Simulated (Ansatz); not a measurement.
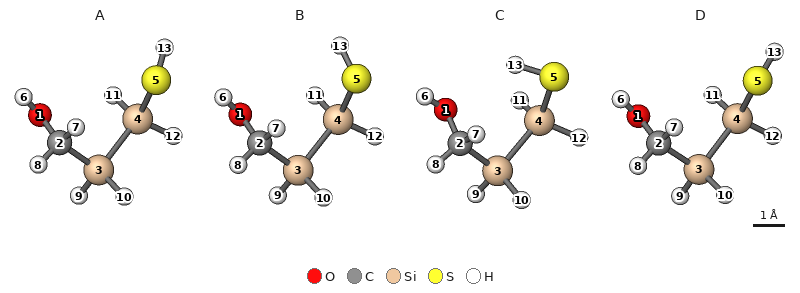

4 geometries from a converged minimum-energy path of CH8OSSi2, shuffled. Style: ball-and-stick. Shown at a tilt.

All numbers below come from RKS PBE0/def2-SVP in Ansatz. Settings: 7 movable images; climbing image; force threshold 0.05 eV/Å; iteration limit 49; starting path through a guess of the saddle point.

Question: Which frame is the top of the path?

Answer: B. In order along the path, whose images run from 0 to 8: C (image 2, +2.5 kJ/mol), B (image 5, +11.1 kJ/mol), A (image 7, +9.3 kJ/mol), D (image 8, +8.8 kJ/mol). The motion is a rotation about the Si4–S5 bond by about 125°, with a turn of about 30° about Si3–Si4. No bond forms or breaks between the ends. Among the angles between lasting bonds that change up to the highest image: S5–Si4–H11 112.2° → 107.8°, S5–Si4–H12 106.0° → 109.6°.
